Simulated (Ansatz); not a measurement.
Base system: BaLiF₃ in the cubic perovskite structure (space group Pm-3m, No. 221; a = 3.9585 Å; a cell from a computed database, its experimental status unchecked). Axes: x, y, z lie along the cube axes.

One thing is altered: the cell is compressed by 4.81 % along y with no lateral relaxation; the atoms relax in the strained cell.

Computed with DFT with PBEsol, PAW potentials and a 420 eV plane-wave cutoff in Ansatz (a first-principles code), no SOC.

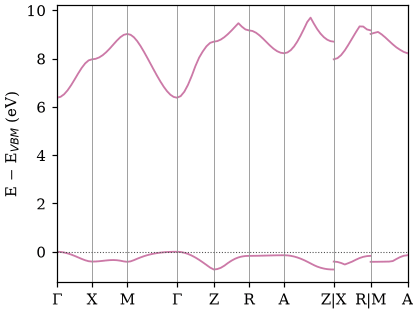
Highest valence and lowest conduction band along the path of the changed cell's own zone

Question: From the figure, how large is the changed gap, and is it direct?

Answer: About 6.4 eV, direct at Γ.

Whether these cells are dynamically stable was not tested. Many cubic perovskites are stable only at high temperature; tilts and polar distortions were not tested. k-point labels follow each cell's own Brillouin zone.
